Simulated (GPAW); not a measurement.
**free-standing square Mo monolayer, spacing 3.288 A: a list in the functional**

Aim: see how far moments and order energies of free-standing square Mo monolayer, spacing 3.288 A move with the functional, and what each set costs.

Method: several functionals; plane waves with GPAW's PAW setups, scalar-relativistic, in GPAW 26.7.0.

### 1. The starting structure

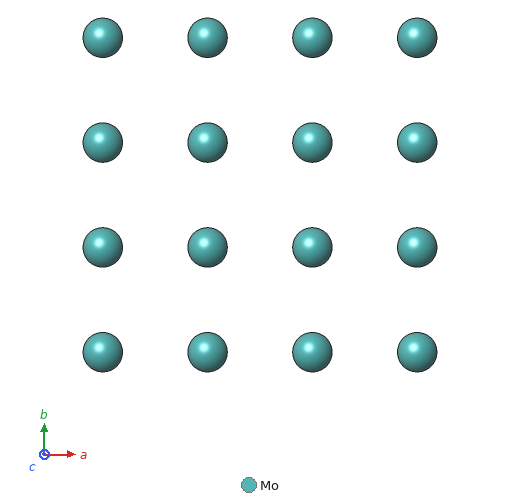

The cell as given, from above (molybdenum teal). 3×3×1 cells are drawn. Some periodic images of atoms are drawn too.

The cell holds 1 atom: 1 Mo. Its edges and angles: a = 3.288 Å, b = 3.288 Å, c = 14.000 Å, α = 90.0°, β = 90.0°, γ = 90.0°. model lattice. Vacuum lies along c.

Structure file:

```cif
data_structure
_symmetry_space_group_name_H-M 'P 1'
_symmetry_Int_Tables_number 1
_cell_length_a 3.2880
_cell_length_b 3.2880
_cell_length_c 14.0000
_cell_angle_alpha 90.000
_cell_angle_beta 90.000
_cell_angle_gamma 90.000
_cell_volume 151.35
loop_
_atom_site_label
_atom_site_type_symbol
_atom_site_fract_x
_atom_site_fract_y
_atom_site_fract_z
_atom_site_occupancy
Mo1 Mo 0.00000 0.00000 0.50000 1
```

### 2. Set 1 (LDA), start ferro +

Each set takes another functional on the same cell and mesh.

Input file order1.py:

```python
import json
import numpy as np
from ase import Atoms
from ase.parallel import paropen, parprint
from gpaw import GPAW

atoms = Atoms(['Mo'],
    cell=[[3.288, 0.0, 0.0],
         [0.0, 3.288, 0.0],
         [0.0, 0.0, 14.0]],
    scaled_positions=[[0.0, 0.0, 0.5]],
    pbc=True,
    magmoms=[1.0])
atoms.calc = GPAW(mode={'name': 'pw', 'ecut': 550},
    xc='LDA',
    kpts={'size': (8, 8, 1), 'gamma': True},
    occupations={'name': 'fermi-dirac', 'width': 0.05},
    convergence={'density': 1e-05, 'energy': 1e-05},
    maxiter=200,
    txt='order1.txt')
e = atoms.get_potential_energy(force_consistent=True)
res = {'free_energy': e, 'energy_sigma0': atoms.get_potential_energy(), 'fermi_energy': atoms.calc.get_fermi_level()}
res['moments'] = atoms.get_magnetic_moments().tolist()
res['total'] = atoms.get_magnetic_moment()
parprint('site moments (muB):', np.round(res['moments'], 3))
parprint(f"total moment: {res['total']:.3f} muB")
parprint(f'free energy: {e:.6f} eV')
atoms.calc.write('order1.gpw')
with paropen('results.json', 'w') as f:
    json.dump(res, f)
```

Run with:

```console
> OMP_NUM_THREADS=1 python3 order1.py > order1.log
```

Log:

```text
site moments (muB): [2.752]
total moment: 3.726 muB
free energy: -6.292415 eV

--- order1.txt ---
Input parameters:
  mode=PW(ecut=550),
  convergence={'density': 1e-05, 'energy': 1e-05},
  kpts=MonkhorstPack(size=(8, 8, 1), gamma=True),
  maxiter=200,
  occupations=Occupations(name='fermi-dirac', width=0.05),
  xc=XC(name='LDA')

Diagonalizing LCAO Hamiltonian
Converting LCAO to pw mode
   .-------.
  /|       |
 * |       |
 | |       |
 | |       |
 | |       |
 | |       |
 | |       |
 | |       |
 | |       |
 Mo|       |
 | |       |
 | |       |
 | |       |
 | |       |
 | |       |
 | |       |
 | .-------.
 |/       /
 *-------*

Atoms  # Å, Bohr magnetons
|   | symbol |        x |        y |        z |    initial magnetic moments |
|---|--------|----------|----------|----------|-----------------------------|
| 0 |     Mo | 0.000000 | 0.000000 | 7.000000 | ( 0.0000,  0.0000,  1.0000) |

Unit cell  # Å
| periodic |        x |        y |         z |   lengths |    angles |
|----------|----------|----------|-----------|-----------|-----------|
|      yes | 3.288000 | 0.000000 |  0.000000 |  3.288000 | 90.000000 |
|      yes | 0.000000 | 3.288000 |  0.000000 |  3.288000 | 90.000000 |
|      yes | 0.000000 | 0.000000 | 14.000000 | 14.000000 | 90.000000 |

Number of symmetries: 16

BZ-sampling:
  Number of BZ points: 64
  Number of IBZ points: 15

  Monkhorst-Pack size: [8, 8, 1]
  Monkhorst-Pack shift: [0.0625, 0.0625, 0.0]

Plane wave coefficients: 4456
Cutoff: 550.0 eV

Spin-components: 2 (collinear spins)
Bands:           13
Projectors:      6
Spin-degeneracy: 1
Datatype:        complex128

Parallelization:
  kpt:    1
  domain: 1
  band:   1

Density:
  Valence electrons: 14.0
  Components: 2
  Grid points: [18 18 80]
  Charge: 0.0  # |e|

Potential:
  Grid points: [18 18 80]

[... setups left out ...]
Reference energy: -110019.813038  # eV

eigensolver:
  PPCG
  Converge bands: occupied
  niter=2

density mixing:
  MSR1-Mixer
  Pratt-step length: 0.05
  Maximum mixing coefficient: 0.75
  Old densities: 10
  SVD Regularization: 0.005
  Good broyden scale: 1.0
  Trust region scale: 1.0
  Backstep threshold: 4.0
  History deletion threshold: 6.0
  Fourier metric: weight=20.0, sigma=0.015

occupation numbers:
  Fermi-Dirac:
    width: 0.0500  # eV

poisson solver:
  ecut: 4400.0  # eV

xc functional:
  name: None

convergence criteria:
- Maximum integral of absolute [dens]ity change: 1e-05 electrons / valence electron
- Maximum [total energy] change in last 3 cyles: 1e-05 eV / valence electron
- Maximum integral of absolute [eigenst]ate change: 4e-08 eV^2 / valence electron
maximum number of iterations: 200

SCF iterations
|iter     |      energy | eigst |  dens |  magmom |
|---------|-------------|-------|-------|---------|
|iter:   1|       0s |   -5.996348 | +0.16 |       |  +0.9903|
|iter:   2|       1s |   -5.955510 | -1.28 | -0.97 |  +0.9833|
|iter:   3|       2s |   -5.884692 | -1.63 | -1.02 |  +1.0378|
|iter:   4|       4s |   -5.952308 | -2.38 | -1.30 |  +1.2615|
|iter:   5|       5s |   -6.077563 | -2.12 | -1.26 |  +1.8237|
|iter:   6|       6s |   -6.155053 | -2.23 | -1.37 |  +2.5860|
|iter:   7|       7s |   -6.216069 | -2.29 | -1.33 |  +2.8743|
|iter:   8|       9s |   -6.263923 | -2.17 | -1.44 |  +3.9992|
|iter:   9|      10s |   -6.267201 | -2.74 | -1.44 |  +3.3382|
|iter:  10|      11s |   -6.230365 | -2.37 | -1.65 |  +4.3880|
|iter:  11|      12s |   -6.282404 | -2.91 | -1.41 |  +3.7929|
|iter:  12|      13s |   -6.280828 | -3.44 | -2.21 |  +3.5880|
|iter:  13|      15s |   -6.282479 | -4.64 | -2.03 |  +3.6562|
|iter:  14|      16s |   -6.282101 | -5.41 | -2.24 |  +3.6378|
|iter:  15|      17s |   -6.283243 | -4.65 | -2.18 |  +3.7194|
|iter:  16|      18s |   -6.283335 | -5.52 | -2.82 |  +3.7230|
|iter:  17|      20s |   -6.283380c| -5.74 | -3.05 |  +3.7323|
|iter:  18|      21s |   -6.283398c| -6.66 | -3.38 |  +3.7284|
|iter:  19|      22s |   -6.283413c| -6.63 | -3.71 |  +3.7263|
|iter:  20|      23s |   -6.283414c| -7.51c| -4.48 |  +3.7259|
|iter:  21|      24s |   -6.283415c| -7.95c| -5.17c|  +3.7259|

Converged in 21 steps
Energy contributions relative to reference atoms: (reference = -110019.813038)

Energy contributions:
  Kinetic:         -18.077392
  Coulomb:          14.208207
  Zero:             -0.400436
  External:          0.000000
  Xc:               -2.004794
  Entropy:          -0.018001
  Spinorbit:         0.000000
  ----------------------------
  Free energy:      -6.292415
  Extrapolated:     -6.283415

dipole moment: (-12.159895, -12.159895, 0.000002)  # |e|*Ang

Total magnetic moment: (0.000000, 0.000000, 3.725856)

Local magnetic moments
|        x |        y |        z |
|----------|----------|----------|
| 0.000000 | 0.000000 | 2.751872 |  # Mo   0

Fermi level: -2.594
Eigenvalues  # (at kpt = [0.000, 0.000, 0.000])
| band index |      eig [eV] | occ [0-1] |      eig [eV] | occ [0-1] |
|------------|---------------|-----------|---------------|-----------|
|          0 |       -64.000 |     1.000 |       -62.228 |     1.000 |
|          1 |       -38.339 |     1.000 |       -36.327 |     1.000 |
|          2 |       -38.088 |     1.000 |       -36.327 |     1.000 |
|          3 |       -38.088 |     1.000 |       -36.085 |     1.000 |
|          4 |        -6.166 |     1.000 |        -5.043 |     1.000 |
|          5 |        -4.735 |     1.000 |        -3.116 |     1.000 |
|          6 |        -3.836 |     1.000 |        -1.728 |     0.000 |
|          7 |        -2.650 |     0.756 |        -0.690 |     0.000 |
|          8 |        -2.650 |     0.756 |        -0.362 |     0.000 |
|          9 |        -1.857 |     0.000 |        -0.362 |     0.000 |
|         10 |        -1.678 |     0.000 |        -0.117 |     0.000 |
|         11 |         1.568 |     0.000 |         1.776 |     0.000 |
|         12 |         2.671 |     0.000 |         2.913 |     0.000 |

No gap
No difference between direct/indirect transitions
```

It took 28 s on 1 MPI rank of Intel Xeon 6975P-C (Granite Rapids), shared host; peak memory 0.22 GiB.

Spin moment in the augmentation sphere by atom:

```
atom  spin moment in the augmentation sphere (μB)
 Mo1                                         2.75
```

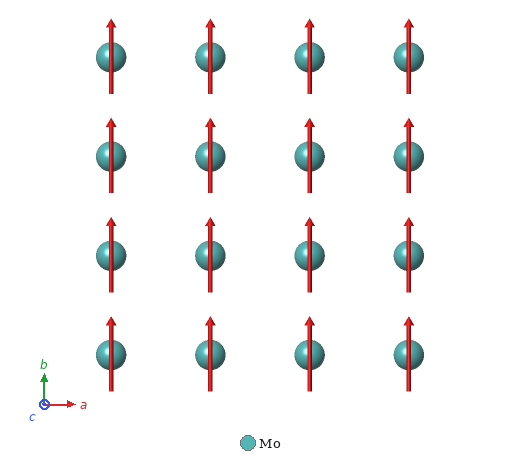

Spin moment in the augmentation sphere as arrows, the longest 2.75 μB. Up and down stand for the sign. Arrows give size and sign along the axis of quantisation, drawn up and down the page. 3×3×1 cells are drawn. Some periodic images of atoms are drawn too.

Read from the output:

| Quantity | Value |
| --- | --- |
| magnetization | 3.726 μB |
| final state | ferromagnetic |

After 21 cycles the largest moment stands at 2.75 μB.

### 3. Set 1 (LDA), start antiferro q=(0,1/2,0) +-

The second start gives the energy difference between the two end states, the quantity that is followed from set to set. Its q is in fractions of the reciprocal vectors of the first run's cell.

order2.py is the script of step 2 with these lines changed:

```diff
@@ -6,12 +6,13 @@
 
-atoms = Atoms(['Mo'],
+atoms = Atoms(['Mo', 'Mo'],
     cell=[[3.288, 0.0, 0.0],
-         [0.0, 3.288, 0.0],
+         [0.0, 6.576, 0.0],
          [0.0, 0.0, 14.0]],
-    scaled_positions=[[0.0, 0.0, 0.5]],
+    scaled_positions=[[0.0, 0.0, 0.5],
+         [0.0, 0.5, 0.5]],
     pbc=True,
-    magmoms=[1.0])
+    magmoms=[1.0, -1.0])
 atoms.calc = GPAW(mode={'name': 'pw', 'ecut': 550},
     xc='LDA',
-    kpts={'size': (8, 8, 1), 'gamma': True},
+    kpts={'size': (8, 4, 1), 'gamma': True},
     occupations={'name': 'fermi-dirac', 'width': 0.05},
@@ -19,3 +20,3 @@
     maxiter=200,
-    txt='order1.txt')
+    txt='order2.txt')
 e = atoms.get_potential_energy(force_consistent=True)
@@ -27,3 +28,3 @@
 parprint(f'free energy: {e:.6f} eV')
-atoms.calc.write('order1.gpw')
+atoms.calc.write('order2.gpw')
 with paropen('results.json', 'w') as f:
```

Run with:

```console
> OMP_NUM_THREADS=1 python3 order2.py > order2.log
```

Log:

```text
site moments (muB): [ 3.039 -3.039]
total moment: -0.000 muB
free energy: -13.108422 eV

--- order2.txt ---
Input parameters:
  mode=PW(ecut=550),
  convergence={'density': 1e-05, 'energy': 1e-05},
  kpts=MonkhorstPack(size=(8, 4, 1), gamma=True),
  maxiter=200,
  occupations=Occupations(name='fermi-dirac', width=0.05),
  xc=XC(name='LDA')

Diagonalizing LCAO Hamiltonian
Converting LCAO to pw mode
     .-------.
    /|       |
   / |       |
  /  |       |
 *   |       |
 |   |       |
 |   |       |
 |   |       |
 |   |       |
 |   |       |
 | Mo|       |
 |   |       |
 Mo  |       |
 |   |       |
 |   |       |
 |   |       |
 |   |       |
 |   .-------.
 |  /       /
 | /       /
 |/       /
 *-------*

Atoms  # Å, Bohr magnetons
|   | symbol |        x |        y |        z |    initial magnetic moments |
|---|--------|----------|----------|----------|-----------------------------|
| 0 |     Mo | 0.000000 | 0.000000 | 7.000000 | ( 0.0000,  0.0000,  1.0000) |
| 1 |     Mo | 0.000000 | 3.288000 | 7.000000 | ( 0.0000,  0.0000, -1.0000) |

Number of symmetries: 8

BZ-sampling:
  Number of BZ points: 32
  Number of IBZ points: 15

  Monkhorst-Pack size: [8, 4, 1]
  Monkhorst-Pack shift: [0.0625, 0.125, 0.0]

Plane wave coefficients: 8910
Cutoff: 550.0 eV

Spin-components: 2 (collinear spins)
Bands:           21
Projectors:      12
Spin-degeneracy: 1
Datatype:        complex128

Parallelization:
  kpt:    1
  domain: 1
  band:   1

Density:
  Valence electrons: 28.0
  Components: 2
  Grid points: [18 36 80]
  Charge: 0.0  # |e|

Potential:
  Grid points: [18 36 80]

[... setups left out ...]
[...]
|iter:  17|      67s |  -13.090773c| -6.58 | -3.81 |  -0.0000|
|iter:  18|      71s |  -13.090783c| -7.01 | -4.07 |  -0.0000|
|iter:  19|      73s |  -13.090783c| -7.73c| -4.73 |  -0.0000|
|iter:  20|      75s |  -13.090784c| -8.01c| -5.14c|  -0.0000|

Converged in 20 steps
Energy contributions relative to reference atoms: (reference = -220039.626075)

Energy contributions:
  Kinetic:         -34.802606
  Coulomb:          27.483530
  Zero:             -0.824082
  External:          0.000000
  Xc:               -4.929987
  Entropy:          -0.035276
  Spinorbit:         0.000000
  ----------------------------
  Free energy:     -13.108422
  Extrapolated:    -13.090784

dipole moment: (-24.298101, -24.298101, 0.000003)  # |e|*Ang

Total magnetic moment: (0.000000, 0.000000, -0.000004)

Local magnetic moments
|        x |        y |         z |
|----------|----------|-----------|
| 0.000000 | 0.000000 |  3.038798 |  # Mo   0
| 0.000000 | 0.000000 | -3.038800 |  # Mo   1

Fermi level: -2.645
Eigenvalues  # (at kpt = [0.000, 0.000, 0.000])
| band index |      eig [eV] | occ [0-1] |      eig [eV] | occ [0-1] |
|------------|---------------|-----------|---------------|-----------|
|          0 |       -64.025 |     1.000 |       -64.025 |     1.000 |
|        ... |               |           |               |           |
|          5 |       -36.201 |     1.000 |       -36.201 |     1.000 |
|          6 |       -36.168 |     1.000 |       -36.168 |     1.000 |
|          7 |       -35.986 |     1.000 |       -35.986 |     1.000 |
|          8 |        -5.806 |     1.000 |        -5.806 |     1.000 |
[...]
|         17 |        -1.275 |     0.000 |        -1.275 |     0.000 |
|         18 |        -0.969 |     0.000 |        -0.969 |     0.000 |
|         19 |        -0.339 |     0.000 |        -0.339 |     0.000 |
|         20 |        -0.198 |     0.000 |        -0.198 |     0.000 |

No gap
No difference between direct/indirect transitions
```

Run time: 84 s. Hardware: 1 MPI rank; peak memory 0.37 GiB.

Spin moment in the augmentation sphere by atom:

```
atom  spin moment in the augmentation sphere (μB)
 Mo1                                         3.04
 Mo2                                        -3.04
```

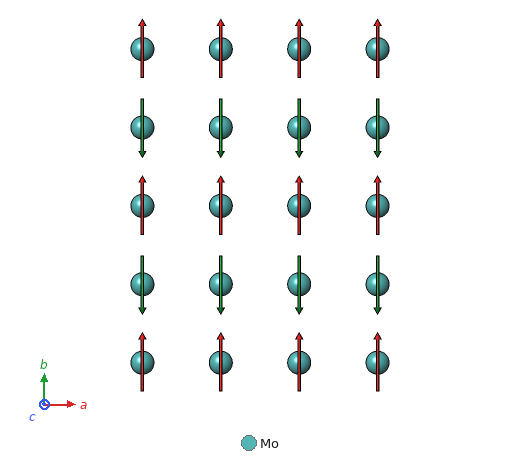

Spin moment in the augmentation sphere as arrows, the longest 3.04 μB. Up and down stand for the sign. Arrows give size and sign along the axis of quantisation, drawn up and down the page. The two directions have two colours. 3×2×1 cells are drawn. Some periodic images of atoms are drawn too.

Read from the output:

```yaml
magnetization: 0 μB
final_state: antiferromagnetic
```

This start lies -261.8 meV a seeded atom from the first; its largest moment is 3.04 μB.

### 4. Set 2 (PBEsol), start ferro +

order1.py is the script of step 2 with these lines changed:

```diff
@@ -14,3 +14,3 @@
 atoms.calc = GPAW(mode={'name': 'pw', 'ecut': 550},
-    xc='LDA',
+    xc='PBEsol',
     kpts={'size': (8, 8, 1), 'gamma': True},
```

Run with:

```console
> OMP_NUM_THREADS=1 python3 order1.py > order1.log
```

Log:

```text
FileNotFoundError: Could not find required PAW dataset file "Mo.PBEsol".
You need to set the GPAW_SETUP_PATH environment variable to point to
the directories where PAW dataset and basis files are stored.  See

--- order1.txt ---
Input parameters:
  mode=PW(ecut=550),
  convergence={'density': 1e-05, 'energy': 1e-05},
  kpts=MonkhorstPack(size=(8, 8, 1), gamma=True),
  maxiter=200,
  occupations=Occupations(name='fermi-dirac', width=0.05),
  xc=XC(name='PBEsol')
```

The job ended after 1.2 s (1 MPI rank; peak memory 0.1 GiB).

The program refused the input before any cycle.

The program's message: “FileNotFoundError: Could not find required PAW dataset file "Mo.PBEsol".”

### 5. Set 2 (PBEsol), start antiferro q=(0,1/2,0) +-

order2.py is the script of step 3 with these lines changed:

```diff
@@ -15,3 +15,3 @@
 atoms.calc = GPAW(mode={'name': 'pw', 'ecut': 550},
-    xc='LDA',
+    xc='PBEsol',
     kpts={'size': (8, 4, 1), 'gamma': True},
```

Run with:

```console
> OMP_NUM_THREADS=1 python3 order2.py > order2.log
```

Log:

```text
FileNotFoundError: Could not find required PAW dataset file "Mo.PBEsol".
You need to set the GPAW_SETUP_PATH environment variable to point to
the directories where PAW dataset and basis files are stored.  See

--- order2.txt ---
Input parameters:
  mode=PW(ecut=550),
  convergence={'density': 1e-05, 'energy': 1e-05},
  kpts=MonkhorstPack(size=(8, 4, 1), gamma=True),
  maxiter=200,
  occupations=Occupations(name='fermi-dirac', width=0.05),
  xc=XC(name='PBEsol')
```

Run time: 1.1 s. Hardware: 1 MPI rank; peak memory 0.1 GiB.

The program refused the input before any cycle.

The program's message: “FileNotFoundError: Could not find required PAW dataset file "Mo.PBEsol".”

### 6. Set 3 (PBE), start ferro +

order1.py is the script of step 4 with these lines changed:

```diff
@@ -14,3 +14,3 @@
 atoms.calc = GPAW(mode={'name': 'pw', 'ecut': 550},
-    xc='PBEsol',
+    xc='PBE',
     kpts={'size': (8, 8, 1), 'gamma': True},
```

Run with:

```console
> OMP_NUM_THREADS=1 python3 order1.py > order1.log
```

Log:

```text
site moments (muB): [2.85]
total moment: 3.814 muB
free energy: -6.199609 eV

--- order1.txt ---
Input parameters:
  mode=PW(ecut=550),
  convergence={'density': 1e-05, 'energy': 1e-05},
  kpts=MonkhorstPack(size=(8, 8, 1), gamma=True),
  maxiter=200,
  occupations=Occupations(name='fermi-dirac', width=0.05),
  xc=XC(name='PBE')

Diagonalizing LCAO Hamiltonian
Converting LCAO to pw mode
   .-------.
  /|       |
[...]
|          3 |       -37.902 |     1.000 |       -35.539 |     1.000 |
|          4 |        -5.793 |     1.000 |        -4.736 |     1.000 |
[...]
|          9 |        -1.582 |     0.000 |         0.319 |     0.000 |
|         10 |        -1.401 |     0.000 |         0.332 |     0.000 |
|         11 |         1.503 |     0.000 |         1.913 |     0.000 |
|         12 |         2.569 |     0.000 |         3.089 |     0.000 |

No gap
No difference between direct/indirect transitions


[key lines of the parts left out:]
Free energy:      -6.199609
Converged in 20 steps
dipole moment: (-12.122999, -12.122999, 0.000002)  # |e|*Ang
Fermi level: -2.338
```

Elapsed: 27 s, on 1 MPI rank; peak memory 0.23 GiB.

This step gave:

```yaml
magnetization: 3.814 μB
final_state: ferromagnetic
largest_moment: 2.850 μB
```

The largest moment moves by +0.10 μB from set 1, at 0.98 times its CPU time.

### 7. Set 3 (PBE), start antiferro q=(0,1/2,0) +-

order2.py is the script of step 5 with these lines changed:

```diff
@@ -15,3 +15,3 @@
 atoms.calc = GPAW(mode={'name': 'pw', 'ecut': 550},
-    xc='PBEsol',
+    xc='PBE',
     kpts={'size': (8, 4, 1), 'gamma': True},
```

Run with:

```console
> OMP_NUM_THREADS=1 python3 order2.py > order2.log
```

Log:

```text
site moments (muB): [ 3.423 -3.423]
total moment: 0.000 muB
free energy: -13.094649 eV

--- order2.txt ---
Input parameters:
  mode=PW(ecut=550),
  convergence={'density': 1e-05, 'energy': 1e-05},
  kpts=MonkhorstPack(size=(8, 4, 1), gamma=True),
  maxiter=200,
  occupations=Occupations(name='fermi-dirac', width=0.05),
  xc=XC(name='PBE')

Diagonalizing LCAO Hamiltonian
Converting LCAO to pw mode
     .-------.
[...]
|          9 |        -4.447 |     1.000 |        -4.447 |     1.000 |
|         10 |        -3.544 |     1.000 |        -3.544 |     1.000 |
[...]
|         17 |        -0.539 |     0.000 |        -0.539 |     0.000 |
|         18 |        -0.241 |     0.000 |        -0.241 |     0.000 |
|         19 |         0.435 |     0.000 |         0.435 |     0.000 |
|         20 |         0.624 |     0.000 |         0.624 |     0.000 |

No gap
No difference between direct/indirect transitions


[key lines of the parts left out:]
Free energy:     -13.094649
Converged in 22 steps
dipole moment: (-24.193425, -24.193422, 0.000003)  # |e|*Ang
Fermi level: -2.336
```

Wall time 98 s (1 MPI rank); peak memory 0.38 GiB.

Read from the output:

| Item | Value |
| --- | --- |
| magnetization | 0 μB |
| final state | antiferromagnetic |
| largest moment | 3.423 μB |

This start lies -347.7 meV a seeded atom from the first, a change of -85.9 meV since set 1; its largest moment is 3.42 μB.

### 8. Set 4 (RPBE), start ferro +

order1.py is the script of step 6 with these lines changed:

```diff
@@ -14,3 +14,3 @@
 atoms.calc = GPAW(mode={'name': 'pw', 'ecut': 550},
-    xc='PBE',
+    xc='RPBE',
     kpts={'size': (8, 8, 1), 'gamma': True},
```

Run with:

```console
> OMP_NUM_THREADS=1 python3 order1.py > order1.log
```

Log:

```text
site moments (muB): [3.162]
total moment: 4.217 muB
free energy: -6.077610 eV

--- order1.txt ---
Input parameters:
  mode=PW(ecut=550),
  convergence={'density': 1e-05, 'energy': 1e-05},
  kpts=MonkhorstPack(size=(8, 8, 1), gamma=True),
  maxiter=200,
  occupations=Occupations(name='fermi-dirac', width=0.05),
  xc=XC(name='RPBE')

Diagonalizing LCAO Hamiltonian
Converting LCAO to pw mode
   .-------.
  /|       |
[...]
|          3 |       -37.841 |     1.000 |       -35.231 |     1.000 |
|          4 |        -5.779 |     1.000 |        -4.468 |     1.000 |
[...]
|          9 |        -1.610 |     0.000 |         0.689 |     0.000 |
|         10 |        -1.281 |     0.000 |         0.750 |     0.000 |
|         11 |         1.439 |     0.000 |         1.865 |     0.000 |
|         12 |         2.473 |     0.000 |         3.052 |     0.000 |

No gap
No difference between direct/indirect transitions


[key lines of the parts left out:]
Free energy:      -6.077610
Converged in 22 steps
dipole moment: (-12.099484, -12.099484, 0.000002)  # |e|*Ang
Fermi level: -2.159
```

Elapsed: 31 s, on 1 MPI rank; peak memory 0.23 GiB.

Numbers from this step:

```yaml
magnetization: 4.217 μB
final_state: ferromagnetic
largest_moment: 3.162 μB
```

The largest moment moves by +0.31 μB from set 3, at 1.1 times its CPU time.

(Part 1 of 2 ends here.)

[Logs and program files are shortened in this print: banners, set-up blocks, solver, clock and traceback lines can be left out without a mark of their own.]

[Logs are printed without paths, hosts, clocks, repeated set-up lines and the standing remarks that a program may print on its own settings, such as how far it seeks lower states.]

[Hosts, paths, dates, database ids (printed as entryN), source tags and the programs' standing remarks are cut or masked in the printed files.]

[Where a cell is said to come from a database of computed structures, the database is the Materials Project.]
